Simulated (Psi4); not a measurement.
# AlO (oxoaluminum) at UMP2/def2-SVP (density fitting, density fitting for correlation, sweep point 1)

What is the vertical ionisation energy of AlO (oxoaluminum) at UMP2/def2-SVP (density fitting, density fitting for correlation, sweep point 1)? 

The results are computed with Psi4 1.11.

13 further runs of the same task are left out: 13 that didn't finish.

### Step 1. The structure to begin with

AlO has 2 atoms, charge 0, and is taken as a doublet. As SMILES, `[O]=[Al]`. The shape comes from GFN2-xTB, which is rough for such elements, and wasn't checked as a minimum.

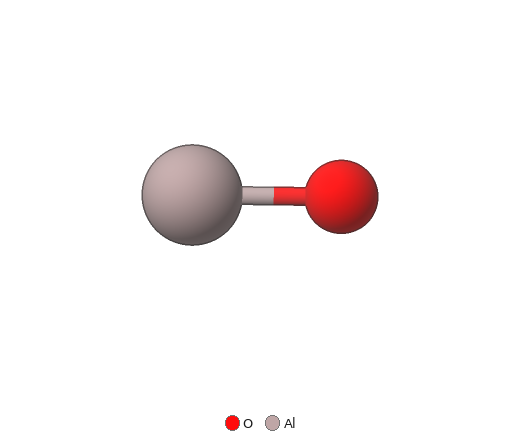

Viewed from a chosen angle; oxygen red, aluminium light grey.

### Step 2. A single-point energy at UMP2/def2-SVP (density fitting, density fitting for correlation, sweep point 1)

Contents of input.inp:

```
memory 1600 MB

molecule geom {
  0 2
  O      0.000000     0.000000     0.000000
  Al     0.000000     0.000000     1.570050
  symmetry c1
}

set {
  basis def2-SVP
  reference uhf
  puream true
  scf_type df
  num_frozen_docc 6
  maxiter 100
  soscf true
  soscf_start_convergence 0.001
}

result, w = energy('mp2', return_wfn=True)
print_variables()
```

The run is started by

```bash
$ psi4 input.inp input.out -n 1
```

input.out:

```text
[...]
  Running in c1 symmetry.
[...]
  Nuclear repulsion =   35.052660685761602
[...]
  Multiplicity = 2
[...]
  Nalpha       = 11
  Nbeta        = 10
[...]
    Number of basis functions: 32
[...]
   @DF-UHF iter   1:  -316.32333850456826   -6.98080e-01   2.20444e-02 DIIS/ADIIS
[...]
   @DF-UHF iter  86:  -316.58365373071013   -1.70530e-12   3.80983e-09 SOSCF, nmicro=conv
[...]
   @S^2 Observed:                7.906136981E-01
[...]
    Orbital Energies [Eh]
    ---------------------
    Alpha Occupied:
       1A    -58.462845     2A    -20.571237     3A     -4.902324
       4A     -3.223280     5A     -3.212429     6A     -3.212429
       7A     -1.295882     8A     -0.663767     9A     -0.528353
      10A     -0.528353    11A     -0.345005
    Alpha Virtual:
      12A      0.066470    13A      0.066470    14A      0.150535
      15A      0.231466    16A      0.479437    17A      0.479437
      18A      0.557867    19A      0.616554    20A      0.616554
      21A      0.703901    22A      0.703901    23A      1.030039
      24A      1.298232    25A      1.298232    26A      1.314282
[...]
  @DF-UHF Final Energy:  -316.58365373071013
   => Energetics <=
    Nuclear Repulsion Energy =             35.0526606857616017
    One-Electron Energy =                -510.3184576604488711
    Two-Electron Energy =                 158.6821432439770945
    Total Energy =                       -316.5836537307101253
  UHF NO Occupations:
  HONO-2 :    9  A 1.9980784
  HONO-1 :   10  A 1.9843593
[...]
 Multipole Moments:
 ------------------------------------------------------------------------------------
     Multipole            Electronic (a.u.)      Nuclear  (a.u.)        Total (a.u.)
 ------------------------------------------------------------------------------------
 L = 1.  Multiply by 2.5417464519 to convert [e a0] to [Debye]
 Dipole X            :          0.0000000            0.0000000            0.0000000
 Dipole Y            :         -0.0000000            0.0000000           -0.0000000
 Dipole Z            :          1.2555508           -0.5466637            0.7088871
 Magnitude           :                                                    0.7088871
[...]
```

It took 3.9 s on 1 thread of Intel Xeon Platinum 8488C (Sapphire Rapids), shared host; peak memory 0.18 GiB.

### Step 3. The singlet cation, same level

Contents of calc.in:

```
memory 1600 mb

molecule system {
  1 1
  O      0.000000     0.000000     0.000000
  Al     0.000000     0.000000     1.570050
  units angstrom
  symmetry c1
}

set basis def2-SVP
set puream true
set scf_type df
set num_frozen_docc 6

E = energy('mp2')
```

The run is started by

```bash
$ psi4 calc.in calc.out -n 1
```

calc.out:

```text
[...]
  Running in c1 symmetry.
[...]
  Nuclear repulsion =   35.052660685761602
[...]
  Multiplicity = 1
[...]
  Nalpha       = 10
  Nbeta        = 10
[...]
    Number of basis functions: 32
[...]
   @DF-RHF iter   1:  -315.90507719497668   -2.79819e-01   2.19734e-02 DIIS/ADIIS
[...]
   @DF-RHF iter  13:  -316.20447949917053   -7.95808e-13   1.88599e-09 DIIS
[...]
    Orbital Energies [Eh]
    ---------------------
    Doubly Occupied:
       1A    -58.846276     2A    -20.802933     3A     -5.274980
       4A     -3.588011     5A     -3.587070     6A     -3.587070
       7A     -1.454911     8A     -0.725954     9A     -0.725954
      10A     -0.705605
[...]
  @DF-RHF Final Energy:  -316.20447949917053
   => Energetics <=
    Nuclear Repulsion Energy =             35.0526606857616017
    One-Electron Energy =                -503.9167512701461078
    Two-Electron Energy =                 152.6596110852139532
    Total Energy =                       -316.2044794991705317
[...]
 Multipole Moments:
 ------------------------------------------------------------------------------------
     Multipole            Electronic (a.u.)      Nuclear  (a.u.)        Total (a.u.)
 ------------------------------------------------------------------------------------
 L = 1.  Multiply by 2.5417464519 to convert [e a0] to [Debye]
 Dipole X            :          0.0000000            0.0000000            0.0000000
 Dipole Y            :          0.0000000            0.0000000            0.0000000
 Dipole Z            :          3.7551726           -0.5466637            3.2085089
 Magnitude           :                                                    3.2085089
[...]
```

Wall time 2.7 s (1 thread of Intel Xeon Platinum 8488C (Sapphire Rapids), shared host); peak memory 0.19 GiB.

### Step 4. Summary of results

At UMP2/def2-SVP (density fitting, density fitting for correlation, sweep point 1), 6 core orbitals frozen:

| quantity | value |
| --- | --- |
| doublet AlO: total energy | -316.78976 Eh |
| doublet AlO: HOMO energy (Hartree–Fock orbitals) (highest over α and β) | -9.39 eV |
| doublet AlO: LUMO energy (Hartree–Fock orbitals) (lowest over α and β) | 0.53 eV |
| doublet AlO: correlation energy (6 core orbitals frozen) | -206.1 mEh |
| doublet AlO: ⟨S²⟩ of the reference determinant | 0.791 |
| singlet cation: total energy | -316.47451 Eh |
| singlet cation: HOMO energy (Hartree–Fock orbitals) | -19.20 eV |
| singlet cation: LUMO energy (Hartree–Fock orbitals) | -9.56 eV |
| singlet cation: HOMO–LUMO gap (Hartree–Fock orbitals) | 9.64 eV |
| singlet cation: correlation energy (6 core orbitals frozen) | -270.0 mEh |
| vertical ionisation energy (to the singlet cation) | 8.579 eV |

In words: The vertical ionisation energy comes to 8.58 eV (828 kJ/mol). Only the singlet of the ionised species was computed; a triplet could lie lower.
